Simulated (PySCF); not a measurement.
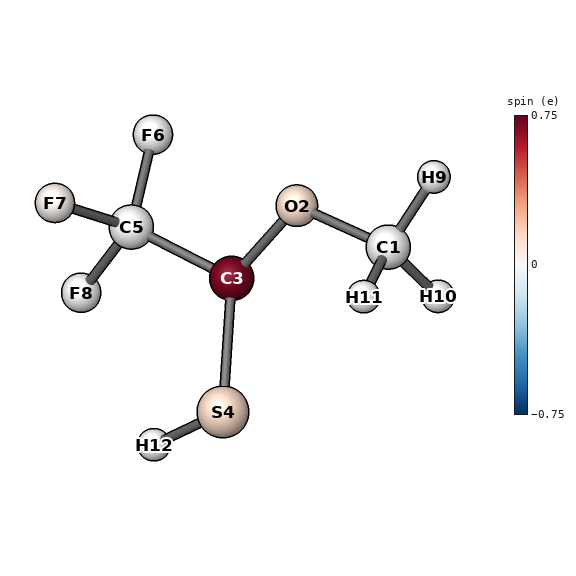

Atoms are coloured by their Mulliken spin populations. The species is neutral and a spin doublet. The geometry was computed by an optimisation with GFN2-xTB. No frequency run is at hand to confirm it as a minimum. Level of theory: UKS B3LYP, pcH-1 on C F H O S, non-relativistic (PySCF 2.14.0).

List the Mulliken spin populations.

```json
{"atom": "C1", "value (e)": "−0.01"}
{"atom": "O2", "value (e)": "0.12"}
{"atom": "C3", "value (e)": "0.71"}
{"atom": "S4", "value (e)": "0.14"}
{"atom": "C5", "value (e)": "0.00"}
{"atom": "F6", "value (e)": "0.00"}
{"atom": "F7", "value (e)": "0.02"}
{"atom": "F8", "value (e)": "0.00"}
{"atom": "H9", "value (e)": "0.00"}
{"atom": "H10", "value (e)": "0.01"}
{"atom": "H11", "value (e)": "0.01"}
{"atom": "H12", "value (e)": "0.00"}
```

Mulliken values depend strongly on the basis set.
